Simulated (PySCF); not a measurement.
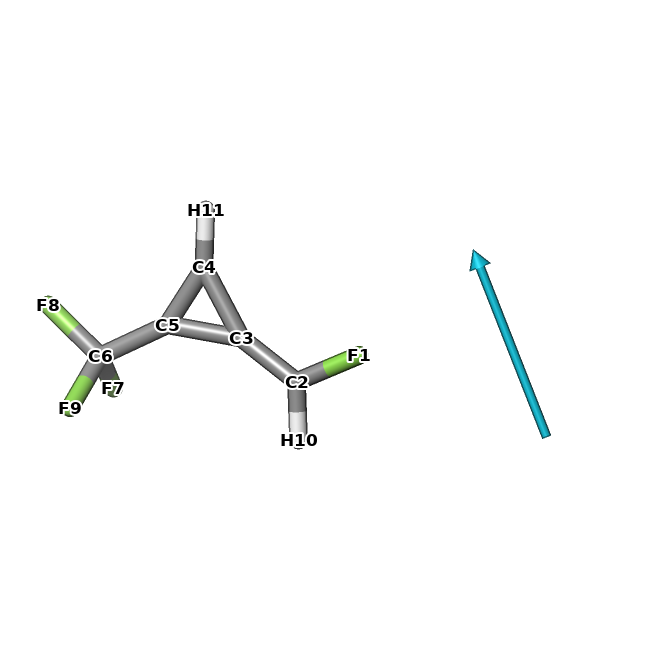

The arrow beside the molecule shows the direction of the dipole moment, from the negative to the positive end (its length means nothing). The computed structure is the end point of a GFN2-xTB optimisation. No frequency run is at hand to confirm it as a minimum. Properties computed with PBE0/pcSseg-1, gas phase (PySCF 2.14.0).

Q: How large is the dipole moment?

A: 1.51 D; it points from the side of H10 to the side of H11 (the outermost atoms at the two ends).
